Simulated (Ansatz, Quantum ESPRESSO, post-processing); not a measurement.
# Work function of Al(111), 5 layers, one monolayer of Li on top sites, part 4 of 5

Wanted: work functions and the surface dipole of Al(111), 5 layers, one monolayer of Li on top sites at several levels, with their cost.

Quantum ESPRESSO 7.5; plane-wave DFT, PBE, GBRV ultrasoft pseudopotentials; geometry and cross-check by Ansatz 0.2.0 with PAW datasets.

So far. Step 8 (Ground state: open boundaries by the effective …): More iterations help only where the error still falls; otherwise the mixing, the start or the set-up has to change. Step 9 (Ground state: PBEsol, PseudoDojo norm-conserving): The vacuum levels are read from the outermost 0.7 Å of the cell on either side.

**10. Self-consistent run: Wu-Cohen, GBRV ultrasoft**

Level of this step: plane-wave DFT, Wu-Cohen, GBRV ultrasoft pseudopotentials made under PBE (Quantum ESPRESSO 7.5). input_dft overrides the functional of the files.

gbrv-wc.in

```
&control
  prefix = 'gbrv-wc'
  outdir = './out'
  pseudo_dir = './pseudo'
  calculation = 'scf'
  tprnfor = .true.
/
&system
  ibrav = 0
  nat = 6
  ntyp = 2
  ecutwfc = 40
  ecutrho = 200
  input_dft = 'wc'
  occupations = 'smearing'
  smearing = 'mv'
  degauss = 0.02
  assume_isolated = 'esm'
  esm_bc = 'bc1'
/
&electrons
  conv_thr = 1e-07
  mixing_beta = 0.4
  electron_maxstep = 120
  mixing_mode = 'local-TF'
/
ATOMIC_SPECIES
  Al  26.9815  al_pbe_v1.uspp.F.UPF
  Li  6.9400  li_pbe_v1.4.uspp.F.UPF
CELL_PARAMETERS angstrom
  2.86378246382125 0.00000000000000 0.00000000000000
  1.43189123191063 2.48010836458159 0.00000000000000
  0.00000000000000 0.00000000000000 28.35307436090000
ATOMIC_POSITIONS crystal
  Al  0.666666666667 0.666666666667 -0.212903758351
  Al  0.000000000000 0.000000000000 -0.130434091751
  Al  0.333333333333 0.333333333333 -0.047964425051
  Al  0.666666666667 0.666666666667 0.033700623600
  Al  0.000000000000 -0.000000000000 0.115700898916
  Li  0.000000000000 -0.000000000000 0.212903758351
K_POINTS automatic
  12 12 1 0 0 0
```

Run with:

```sh
> OMP_NUM_THREADS=1 mpirun -n 2 pw.x -nk 2 -in gbrv-wc.in > gbrv-wc.out
```

The log of the run:

```text
[banner, memory and clock lines left out]
Program PWSCF v.7.5 starts

          URL

     IMPORTANT: XC functional enforced from input :
     Exchange-correlation= WC
                           (   1   4  11   4   0   0   0)
     Any further DFT definition will be discarded
     Please, verify this is what you really want

     Message from routine setup:
     using ibrav=0 with symmetry is DISCOURAGED, use correct ibrav instead

     G-vector sticks info

     bravais-lattice index     =            0
     lattice parameter (alat)  =       5.4118  a.u.
     unit-cell volume          =    1358.9624 (a.u.)^3
     number of atoms/cell      =            6
     number of atomic types    =            2
     number of electrons       =        18.00
     number of Kohn-Sham states=           13
     kinetic-energy cutoff     =      40.0000  Ry
     charge density cutoff     =     200.0000  Ry
     scf convergence threshold =      1.0E-07
     mixing beta               =       0.4000
     number of iterations used =            8  local-TF  mixing
     Exchange-correlation= WC
                           (   1   4  11   4   0   0   0)

     Effective Screening Medium Method
     Boundary Conditions: Vacuum-Slab-Vacuum
     total charge in unit cell        =   0.0000
     grid points for fit at edges     =        4

     celldm(1)=   5.411765  celldm(2)=   0.000000  celldm(3)=   0.000000
     celldm(4)=   0.000000  celldm(5)=   0.000000  celldm(6)=   0.000000

     crystal axes: (cart. coord. in units of alat)
               a(1) = (   1.000000   0.000000   0.000000 )
               a(2) = (   0.500000   0.866025   0.000000 )
               a(3) = (   0.000000   0.000000   9.900568 )

     reciprocal axes: (cart. coord. in units 2 pi/alat)
               b(1) = (  1.000000 -0.577350  0.000000 )
               b(2) = (  0.000000  1.154701  0.000000 )
               b(3) = (  0.000000  0.000000  0.101004 )

     PseudoPot. # 1 for Al read from file:
     ./pseudo/al_pbe_v1.uspp.F.UPF
     Pseudo is Ultrasoft + core correction, Zval =  3.0
     Generated by new atomic code, or converted to UPF format
     Using radial grid of  893 points,  3 beta functions with:
                l(1) =   0
                l(2) =   1
                l(3) =   2
     Q(r) pseudized with  8 coefficients,  rinner =    0.900   0.900   0.900
                                                       0.900   0.900

     PseudoPot. # 2 for Li read from file:
     ./pseudo/li_pbe_v1.4.uspp.F.UPF
     Pseudo is Ultrasoft, Zval =  3.0
     Generated by new atomic code, or converted to UPF format
     Using radial grid of  751 points,  5 beta functions with:
                l(1) =   0
                l(2) =   0
                l(3) =   0
                l(4) =   1
                l(5) =   1
     Q(r) pseudized with 10 coefficients,  rinner =    1.150   1.150   1.150

[...]
Davidson diagonalization with overlap
     ethr =  3.64E-03,  avg # of iterations =  2.4

     negative rho (up, down):  1.015E-01 0.000E+00

     total energy              =     -47.87751070 Ry
     estimated scf accuracy    <       4.81406959 Ry

     iteration #112     ecut=    40.00 Ry     beta= 0.40
     Davidson diagonalization with overlap
     ethr =  3.64E-03,  avg # of iterations =  1.0

     negative rho (up, down):  9.355E-02 0.000E+00

     total energy              =     -48.00403407 Ry
     estimated scf accuracy    <       1.00697205 Ry

     iteration #113     ecut=    40.00 Ry     beta= 0.40
     Davidson diagonalization with overlap
     ethr =  3.64E-03,  avg # of iterations =  1.0

     negative rho (up, down):  1.297E-01 0.000E+00

     total energy              =     -48.23436301 Ry
     estimated scf accuracy    <       1.11888637 Ry

     iteration #114     ecut=    40.00 Ry     beta= 0.40
     Davidson diagonalization with overlap
     ethr =  3.64E-03,  avg # of iterations =  2.0

     negative rho (up, down):  1.601E-01 0.000E+00

     total energy              =     -48.23313926 Ry
     estimated scf accuracy    <       1.01861798 Ry

     iteration #115     ecut=    40.00 Ry     beta= 0.40
     Davidson diagonalization with overlap
     ethr =  3.64E-03,  avg # of iterations =  1.6

     negative rho (up, down):  1.459E-01 0.000E+00

     total energy              =     -48.39902048 Ry
     estimated scf accuracy    <       0.79273090 Ry

     iteration #116     ecut=    40.00 Ry     beta= 0.40
     Davidson diagonalization with overlap
     ethr =  3.64E-03,  avg # of iterations =  1.5

     negative rho (up, down):  1.913E-01 0.000E+00

     total energy              =     -48.64738729 Ry
     estimated scf accuracy    <       1.30487652 Ry

     iteration #117     ecut=    40.00 Ry     beta= 0.40
     Davidson diagonalization with overlap
     ethr =  3.64E-03,  avg # of iterations =  1.3

     negative rho (up, down):  1.725E-01 0.000E+00

     total energy              =     -48.57067798 Ry
     estimated scf accuracy    <       1.31914804 Ry

     iteration #118     ecut=    40.00 Ry     beta= 0.40
     Davidson diagonalization with overlap
     ethr =  3.64E-03,  avg # of iterations =  1.6

     negative rho (up, down):  1.893E-01 0.000E+00

     total energy              =     -48.54220874 Ry
     estimated scf accuracy    <       1.83133316 Ry

     iteration #119     ecut=    40.00 Ry     beta= 0.40
     Davidson diagonalization with overlap
     ethr =  3.64E-03,  avg # of iterations =  1.1

     negative rho (up, down):  1.852E-01 0.000E+00

     total energy              =     -48.51054260 Ry
     estimated scf accuracy    <       1.74233138 Ry

     iteration #120     ecut=    40.00 Ry     beta= 0.40
     Davidson diagonalization with overlap
     ethr =  3.64E-03,  avg # of iterations =  1.0

     negative rho (up, down):  1.980E-01 0.000E+00

     total energy              =     -48.38069775 Ry
     estimated scf accuracy    <       1.92771240 Ry

     End of self-consistent calculation

     convergence NOT achieved after 120 iterations: stopping

     XML data file, charge density

                                        0.00s GPU  (    9957 calls)

Note: The following floating-point exceptions are signalling: IEEE_DIVIDE_BY_ZERO IEEE_UNDERFLOW_FLAG IEEE_DENORMAL
Note: The following floating-point exceptions are signalling: IEEE_DIVIDE_BY_ZERO IEEE_UNDERFLOW_FLAG IEEE_DENORMAL
```

Run time: 3.9 min. Hardware: 2 MPI ranks of AMD EPYC 7R43, shared host; peak memory 0.26 GiB.

The run ended without convergence. The estimated SCF accuracy went from 627 Ry in the first cycle kept to 0.655 Ry at best and 1.93 Ry in the last.

More iterations help only where the error still falls; otherwise the mixing, the start or the set-up has to change.

**11. SCF with pw.x: no dipole correction**

What happens without any correction? The same slab is run as a plain periodic cell.

Level of this step: plane-wave DFT, PBE, GBRV ultrasoft pseudopotentials (Quantum ESPRESSO 7.5).

nodip.in

```
&control
  prefix = 'nodip'
  outdir = './out'
  pseudo_dir = './pseudo'
  calculation = 'scf'
  tprnfor = .true.
/
&system
  ibrav = 0
  nat = 6
  ntyp = 2
  ecutwfc = 40
  ecutrho = 200
  occupations = 'smearing'
  smearing = 'mv'
  degauss = 0.02
/
&electrons
  conv_thr = 1e-07
  mixing_beta = 0.4
  electron_maxstep = 120
  mixing_mode = 'local-TF'
/
ATOMIC_SPECIES
  Al  26.9815  al_pbe_v1.uspp.F.UPF
  Li  6.9400  li_pbe_v1.4.uspp.F.UPF
CELL_PARAMETERS angstrom
  2.86378246382125 0.00000000000000 0.00000000000000
  1.43189123191063 2.48010836458159 0.00000000000000
  0.00000000000000 0.00000000000000 28.35307436090000
ATOMIC_POSITIONS crystal
  Al  0.666666666667 0.666666666667 0.292737214100
  Al  0.000000000000 0.000000000000 0.375206880700
  Al  0.333333333333 0.333333333333 0.457676547400
  Al  0.666666666667 0.666666666667 0.539341596052
  Al  0.000000000000 -0.000000000000 0.621341871367
  Li  0.000000000000 -0.000000000000 0.718544730803
K_POINTS automatic
  12 12 1 0 0 0
```

Run with:

```sh
> OMP_NUM_THREADS=1 mpirun -n 2 pw.x -nk 2 -in nodip.in > nodip.out
```

The log of the run:

```text
[banner, memory and clock lines left out]
Program PWSCF v.7.5 starts
[citation notice left out]

[...]
Message from routine setup:
[...]
bravais-lattice index     =            0
     lattice parameter (alat)  =       5.4118  a.u.
     unit-cell volume          =    1358.9624 (a.u.)^3
     number of atoms/cell      =            6
     number of atomic types    =            2
     number of electrons       =        18.00
     number of Kohn-Sham states=           13
     kinetic-energy cutoff     =      40.0000  Ry
     charge density cutoff     =     200.0000  Ry
     scf convergence threshold =      1.0E-07
     mixing beta               =       0.4000
     number of iterations used =            8  local-TF  mixing
     Exchange-correlation=  SLA  PW   PBX  PBC
                           (   1   4   3   4   0   0   0)

[...]
PseudoPot. # 1 for Al read from file:
     ./pseudo/al_pbe_v1.uspp.F.UPF
     Pseudo is Ultrasoft + core correction, Zval =  3.0
     Generated by new atomic code, or converted to UPF format
     Using radial grid of  893 points,  3 beta functions with:
                l(1) =   0
                l(2) =   1
                l(3) =   2
     Q(r) pseudized with  8 coefficients,  rinner =    0.900   0.900   0.900
                                                       0.900   0.900

     PseudoPot. # 2 for Li read from file:
     ./pseudo/li_pbe_v1.4.uspp.F.UPF
     Pseudo is Ultrasoft, Zval =  3.0
     Generated by new atomic code, or converted to UPF format
     Using radial grid of  751 points,  5 beta functions with:
                l(1) =   0
                l(2) =   0
                l(3) =   0
                l(4) =   1
                l(5) =   1
     Q(r) pseudized with 10 coefficients,  rinner =    1.150   1.150   1.150

     atomic species   valence    mass     pseudopotential
     Al                3.00    26.98150     Al( 1.00)
     Li                3.00     6.94000     Li( 1.00)

      6 Sym. Ops. (no inversion) found

[...]
number of k points=    19  Marzari-Vanderbilt smearing, width (Ry)=  0.0200
[...]
Dense  grid:    64777 G-vectors     FFT dimensions: (  25,  25, 243)

     Smooth grid:    46307 G-vectors     FFT dimensions: (  24,  24, 216)

     Initial potential from superposition of free atoms

     starting charge      17.5369, renormalised to      18.0000

     negative rho (up, down):  1.522E-04 0.000E+00
     Starting wfcs are   25 randomized atomic wfcs

     per-process dynamical memory:    62.2 Mb

     Self-consistent Calculation

     iteration #  1     ecut=    40.00 Ry     beta= 0.40
     Davidson diagonalization with overlap
     ethr =  1.00E-02,  avg # of iterations =  9.6

     negative rho (up, down):  5.423E-02 0.000E+00

     total energy              =     -53.39921802 Ry
     estimated scf accuracy    <     508.41397960 Ry

     iteration #  2     ecut=    40.00 Ry     beta= 0.40
[...]
negative rho (up, down):  2.017E-01 0.000E+00

[...]
total energy              =     -42.39788670 Ry
     estimated scf accuracy    <     327.80288309 Ry

     iteration #  3     ecut=    40.00 Ry     beta= 0.40
[...]
negative rho (up, down):  1.083E-01 0.000E+00

[...]
total energy              =     -47.88647119 Ry
     estimated scf accuracy    <      16.16790665 Ry

     iteration #  4     ecut=    40.00 Ry     beta= 0.40
[...]
negative rho (up, down):  5.455E-02 0.000E+00

[...]
total energy              =     -47.56420634 Ry
     estimated scf accuracy    <      13.26436155 Ry

     iteration #  5     ecut=    40.00 Ry     beta= 0.40
[...]
negative rho (up, down):  3.566E-02 0.000E+00

[...]
total energy              =     -47.92355802 Ry
     estimated scf accuracy    <       0.12574351 Ry

     iteration #  6     ecut=    40.00 Ry     beta= 0.40
[...]
negative rho (up, down):  3.694E-02 0.000E+00

[...]
total energy              =     -47.95604612 Ry
     estimated scf accuracy    <       1.25165722 Ry

[...]
iteration # 21     ecut=    40.00 Ry     beta= 0.40
[...]
negative rho (up, down):  3.569E-04 0.000E+00

[...]
total energy              =     -47.94851782 Ry
     estimated scf accuracy    <       0.00001079 Ry

     iteration # 22     ecut=    40.00 Ry     beta= 0.40
[...]
negative rho (up, down):  1.679E-04 0.000E+00

[...]
total energy              =     -47.94851549 Ry
     estimated scf accuracy    <       0.00000159 Ry

     iteration # 23     ecut=    40.00 Ry     beta= 0.40
[...]
negative rho (up, down):  1.779E-04 0.000E+00

[...]
total energy              =     -47.94851573 Ry
     estimated scf accuracy    <       0.00000023 Ry

     iteration # 24     ecut=    40.00 Ry     beta= 0.40
[...]
negative rho (up, down):  1.510E-04 0.000E+00

[...]
End of self-consistent calculation

          k = 0.0000 0.0000 0.0000 (  5891 PWs)   bands (ev):

   -45.4457  -9.4600  -8.7746  -7.6735  -6.1755  -4.3338  -2.4660  -0.5513
     0.5422   2.2960   4.1168   4.9733   5.7261

          k = 0.0000 0.0962 0.0000 (  5911 PWs)   bands (ev):

   -45.4441  -9.2930  -8.6082  -7.5080  -6.0114  -4.1715  -2.3116  -0.4141
     0.6902   2.4502   4.2635   5.1343   5.8855

[...]
the Fermi energy is     1.4686 ev

!    total energy              =     -47.94851569 Ry
     estimated scf accuracy    <       0.00000007 Ry
     smearing contrib. (-TS)   =      -0.00035088 Ry
     internal energy E=F+TS    =     -47.94816481 Ry

     The total energy is F=E-TS. E is the sum of the following terms:
     one-electron contribution =    -348.59940720 Ry
     hartree contribution      =     177.06396906 Ry
     xc contribution           =     -24.69674708 Ry
     ewald contribution        =     148.28402040 Ry

     convergence has been achieved in  24 iterations

     negative rho (up, down):  1.510E-04 0.000E+00

     Forces acting on atoms (cartesian axes, Ry/au):

     atom    1 type  1   force =     0.00000000    0.00000000   -0.00027784
     atom    2 type  1   force =     0.00000000    0.00000000    0.00300834
     atom    3 type  1   force =     0.00000000    0.00000000   -0.00310624
     atom    4 type  1   force =    -0.00000000   -0.00000000   -0.00020256
     atom    5 type  1   force =     0.00000000    0.00000000    0.00016369
     atom    6 type  2   force =     0.00000000    0.00000000    0.00041462

     Total force =     0.004361     Total SCF correction =     0.000335

[...]
```

Run time: 34 s. Hardware: 2 MPI ranks; peak memory 0.26 GiB; 68 s of CPU time.

**12. Electrostatic potential**

nodip.pot.in

```
&inputpp
  prefix = 'nodip'
  outdir = './out'
  filplot = 'nodip.pot.dat'
  plot_num = 11
/
```

Run with:

```sh
> OMP_NUM_THREADS=1 mpirun -n 2 pp.x -in nodip.pot.in > nodip.pot.out
```

Elapsed: 1.3 s, on 2 MPI ranks; peak memory 0.11 GiB; 2.1 s of CPU time.

The potential energy, planar mean oscillates, so the rows of the table below give means over windows of 2.33 Å about each position, cut where the curve ends. Its maxima inside the range that stand out by 2 % of the span (Å: eV): 9.5: -0.491, 11.8: -0.479, 14.1: -0.617, 16.5: -0.548, 19.1: 2.04. Its minima: 8.3: -14.2, 10.6: -14.3, 13.0: -14.2, 15.3: -14.2, 17.6: -14.2, 20.4: -3.99.

Electrostatic potential energy of an electron; zero at the Fermi level. Potential energy, planar mean against z; means over each step:

```tsv
z (Å)	potential energy, planar mean (eV)
1.17	3.99
3.50	4.02
5.83	3.69
8.16	-6.47
10.48	-6.79
12.82	-6.80
15.14	-6.81
17.48	-6.69
19.80	-0.927
22.13	2.63
24.46	3.92
26.80	3.96
```

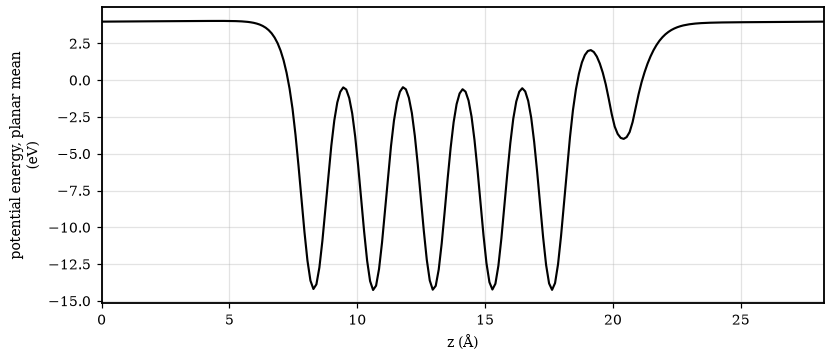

Potential energy, planar mean against z.

The vacuum now slopes by 12 meV/Å: the images' field stands in it, and it also polarises the slab.

**13. All levels side by side**

All levels:

```tsv
level	upper face (eV)	lower face (eV)	dipole (e Å)	CPU time (s)
QE PBE GBRV, sawtooth	3.918	4.042	0.004872	393.5
QE PBEsol PseudoDojo norm-conserving, ESM bc1	3.927	4.114	-	248.3
QE PBE GBRV, periodic uncorrected (sloping vacuum, so no single level)	3.946	4.007	-	68.34
Ansatz PBE PAW, sawtooth (time of the whole relaxation)	3.893	4.048	0.006088	12.08
```

The times are CPU seconds on a shared host; the codes use unlike cutoffs, datasets and smearings, so their times compare unlike work.

(Part 4 of 5 ends here.)

[Logs are printed without paths, hosts, clocks, repeated set-up lines and the standing remarks that a program may print on its own settings, such as how far it seeks lower states.]

[Hosts, paths, dates, database ids (printed as entryN), source tags and the programs' standing remarks are cut or masked in the printed files.]

[Maps of the electrostatic potential energy from Ansatz leave out the sawtooth potential of an applied field or a dipole correction, so their vacuum need not be flat; planar profiles and work functions include it.]
